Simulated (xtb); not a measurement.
**Frequency calculation of C4H8OSi (part 1 of 2)**

- system: C4H8OSi, SMILES C=C(C=O)C[SiH3]
- method: GFN1-xTB (xtb 6.7.1 later snapshot)

The geometry was optimised with GFN1-xTB.

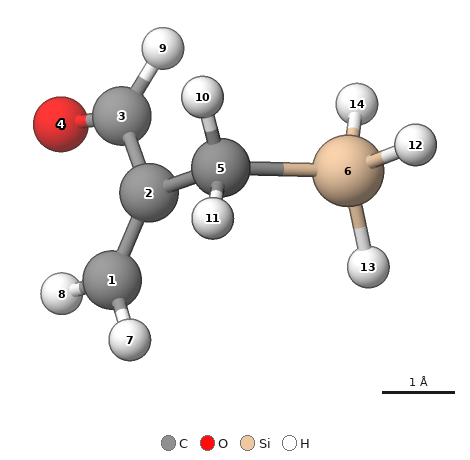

Figure 1. The structure (ball-and-stick view, seen at a tilt; atoms are numbered from 1 in the order of the input).

**Input file (coord)**
```
$coord
     -1.546457374087     -2.448801598596     -2.216592052402  c
     -0.187857674049     -1.571968676770     -0.275900014195  c
     -0.726845359315     -2.543155623999      2.293069268666  c
     -2.146502110440     -4.264809507100      2.731277859705  o
      1.813796928938      0.451531160218     -0.516292074509  c
      0.458957783888      3.689274518584      0.338053106434  si
     -1.286752312780     -1.801079072120     -4.136799459418  h
     -2.975865112016     -3.880571494180     -1.915124043741  h
      0.298935775655     -1.534816661160      3.827337909250  h
      3.427660833891     -0.063249133391      0.688294946372  h
      2.545309911781      0.438983378751     -2.461878503379  h
      2.426521727587      5.593079102839      0.138705897548  h
     -1.583855054094      4.280305261322     -1.397698133557  h
     -0.517047964959      3.655278345602      2.903564190487  h
$end
```

**File xtb.inp**
```
$hess
   sccacc=10
$end
```

Launched with:
```bash
xtb coord --gfn 1 --hess --input xtb.inp | tee out.txt
```

**Log**
```
* xtb version 6.7.1
   ID    Z sym.   atoms
    1    6 c      1-3, 5
    2    8 o      4
    3   14 si     6
    4    1 h      7-14

           -------------------------------------------------
          |                Calculation Setup                |
           -------------------------------------------------

          program call               : xtb coord --gfn 1 --hess --input xtb.inp
          coordinate file            : coord
          omp threads                :                     1

           -------------------------------------------------
          |                 G F N 1 - x T B                 |
           -------------------------------------------------

      * Hamiltonian:
        H0-scaling (s, p, d)           1.850000    2.250000    2.000000
        zeta-weighting                 0.000000
      * Dispersion:
        s8                             2.400000
        a1                             0.630000
        a2                             5.000000
        s9                             0.000000
      * Repulsion:
        kExp                           1.500000
        rExp                           1.000000
      * Coulomb:
        alpha                          2.000000
        third order                    atomic
        anisotropic                    false
      * Halogen bond correction:
        rad-scale                      1.300000
        damping                        0.440000

          ...................................................
          :                      SETUP                      :
          :.................................................:
          :  # basis functions                  46          :
          :  # atomic orbitals                  45          :
          :  # shells                           29          :
          :  # electrons                        34          :
          :  # halogen bonds                     0          :
          :  max. iterations                   250          :
          :  Hamiltonian                  GFN1-xTB          :
          :  restarted?                      false          :
          :  GBSA solvation                  false          :
          :  PC potential                    false          :
          :  electronic temp.          300.0000000     K    :
          :  accuracy                    1.0000000          :
          :  -> integral cutoff          0.2500000E+02      :
          :  -> integral neglect         0.1000000E-07      :
          :  -> SCF convergence          0.1000000E-05 Eh   :
          :  -> wf. convergence          0.2000000E-04 e    :
          :  Broyden damping             0.4000000          :
          :  net charge                          0          :
          :  unpaired electrons                  0          :
          ...................................................

 iter      E             dE          RMSdq      gap      omega  full diag
   1    -19.4149012 -0.194149E+02  0.781E+00    3.81       0.0  T
   2    -19.4969222 -0.820210E-01  0.467E+00    3.29       1.0  T
   3    -19.4918187  0.510353E-02  0.163E+00    3.29       1.0  T
   4    -19.5050529 -0.132342E-01  0.236E-01    3.20       1.0  T
   5    -19.5054681 -0.415277E-03  0.615E-02    3.25       1.0  T
   6    -19.5054933 -0.251198E-04  0.995E-03    3.25       2.7  T
   7    -19.5054941 -0.816175E-06  0.234E-03    3.26      11.4  T
   8    -19.5054941 -0.168338E-07  0.148E-03    3.26      18.1  T
   9    -19.5054941 -0.193060E-07  0.390E-04    3.26      68.6  T
  10    -19.5054941 -0.648974E-09  0.113E-04    3.26     236.3  T
  11    -19.5054941 -0.163077E-09  0.204E-05    3.26    1310.1  T

   *** convergence criteria satisfied after 11 iterations ***

         #    Occupation            Energy/Eh            Energy/eV
      -------------------------------------------------------------
         1        2.0000           -0.7922284             -21.5576
       ...           ...                  ...                  ...
        11        2.0000           -0.5259040             -14.3106
        12        2.0000           -0.5135415             -13.9742
        13        2.0000           -0.4920557             -13.3895
        14        2.0000           -0.4863639             -13.2346
        15        2.0000           -0.4850377             -13.1985
        16        2.0000           -0.4459696             -12.1355
        17        2.0000           -0.4421241             -12.0308 (HOMO)
        18                         -0.3224320              -8.7738 (LUMO)
        19                         -0.2267395              -6.1699
        20                         -0.2059010              -5.6029
        21                         -0.1942220              -5.2850
        22                         -0.1818335              -4.9479
       ...                                ...                  ...
        45                          1.4133078              38.4581
      -------------------------------------------------------------
                  HL-Gap            0.1196921 Eh            3.2570 eV
             Fermi-level           -0.3822781 Eh          -10.4023 eV

 SCC (total)                   0 d,  0 h,  0 min,  0.018 sec
 SCC setup                      ...        0 min,  0.000 sec (  0.686%)
 Dispersion                     ...        0 min,  0.000 sec (  0.340%)
 classical contributions        ...        0 min,  0.000 sec (  0.088%)
 integral evaluation            ...        0 min,  0.004 sec ( 20.948%)
 iterations                     ...        0 min,  0.006 sec ( 32.043%)
 molecular gradient             ...        0 min,  0.008 sec ( 44.558%)
 printout                       ...        0 min,  0.000 sec (  1.247%)

         :::::::::::::::::::::::::::::::::::::::::::::::::::::
         ::                     SUMMARY                     ::
         :::::::::::::::::::::::::::::::::::::::::::::::::::::
         :: total energy             -19.274092508355 Eh    ::
         :: gradient norm              0.000052218837 Eh/a0 ::
         :: HOMO-LUMO gap              3.256987732469 eV    ::
         ::.................................................::
         :: SCC energy               -19.505494115689 Eh    ::
         :: -> electrostatic           0.050585937514 Eh    ::
         :: repulsion energy           0.237009636301 Eh    ::
         :: dispersion energy         -0.005608028966 Eh    ::
         :: halogen bond corr.         0.000000000000 Eh    ::
         :: add. restraining           0.000000000000 Eh    ::
         :: total charge               0.000000000000 e     ::
         :::::::::::::::::::::::::::::::::::::::::::::::::::::

           -------------------------------------------------
          |                Numerical Hessian                |
           -------------------------------------------------
step length          :   0.00500
SCC accuracy         :  10.00000
Hessian scale factor :   1.00000
frozen atoms in %    :   0.00000    0
RMS gradient         :   0.00005
estimated CPU  time      0.02 min

writing file <hessian>, containing the non-mass-weighted Hessian matrix in atomic units (Eₕ/Bohr²).

 projected vibrational frequencies (cm⁻¹)
eigval :       -0.00    -0.00    -0.00     0.00     0.00     0.00
eigval :       45.46    80.05   119.29   135.13   274.28   354.37
eigval :      396.11   454.45   508.51   613.59   636.30   703.91
eigval :      719.46   812.98   849.40   854.03   878.66   882.74
eigval :      955.83   963.96  1059.70  1149.64  1243.25  1372.16
eigval :     1412.66  1417.36  1647.21  1785.38  2211.43  2218.06
eigval :     2219.48  2808.22  2929.87  2947.71  3108.19  3161.00
           -------------------------------------------------
          |                Property Printout                |
           -------------------------------------------------

    * Orbital Energies and Occupations

         #    Occupation            Energy/Eh            Energy/eV
      -------------------------------------------------------------
         1        2.0000           -0.7922284             -21.5576
       ...           ...                  ...                  ...
         5        2.0000           -0.6293605             -17.1258
         6        2.0000           -0.6156207             -16.7519
         7        2.0000           -0.5863319             -15.9549
         8        2.0000           -0.5814156             -15.8211
         9        2.0000           -0.5708402             -15.5334
        10        2.0000           -0.5411800             -14.7263
        11        2.0000           -0.5259039             -14.3106
        12        2.0000           -0.5135415             -13.9742
        13        2.0000           -0.4920557             -13.3895
        14        2.0000           -0.4863639             -13.2346
        15        2.0000           -0.4850378             -13.1985
        16        2.0000           -0.4459696             -12.1355
        17        2.0000           -0.4421241             -12.0308 (HOMO)
        18                         -0.3224321              -8.7738 (LUMO)
        19                         -0.2267396              -6.1699
        20                         -0.2059012              -5.6029
        21                         -0.1942221              -5.2851
        22                         -0.1818336              -4.9479
        23                         -0.1379647              -3.7542
        24                         -0.1259128              -3.4263
        25                         -0.1123388              -3.0569
        26                         -0.0985145              -2.6807
        27                         -0.0871622              -2.3718
        28                         -0.0772395              -2.1018
       ...                                ...                  ...
        45                          1.4133078              38.4581
      -------------------------------------------------------------
                  HL-Gap            0.1196920 Eh            3.2570 eV
             Fermi-level           -0.3822781 Eh          -10.4023 eV

  Mulliken/CM5 charges         n(s)   n(p)   n(d)
     1     -0.04017 -0.13805   1.060  2.980  0.000
     2     -0.01453 -0.02749   1.097  2.918  0.000
     3      0.38252  0.37263   1.043  2.574  0.000
     4     -0.47384 -0.52979   1.728  4.746  0.000
     5     -0.15755 -0.22222   1.037  3.121  0.000
     6      0.26214 -0.04643   1.310  1.909  0.518
     7      0.03902  0.09271   0.961  0.000  0.000
     8      0.06210  0.11957   0.938  0.000  0.000
     9      0.01070  0.07303   0.989  0.000  0.000
    10      0.05892  0.11623   0.941  0.000  0.000
    11      0.06345  0.12090   0.937  0.000  0.000
    12     -0.06389  0.02308   1.064  0.000  0.000
    13     -0.06329  0.02402   1.063  0.000  0.000
    14     -0.06559  0.02181   1.066  0.000  0.000

Wiberg/Mayer (AO) data.
largest (>0.10) Wiberg bond orders for each atom

 ---------------------------------------------------------------------------
     #   Z sym  total        # sym  WBO       # sym  WBO       # sym  WBO
```
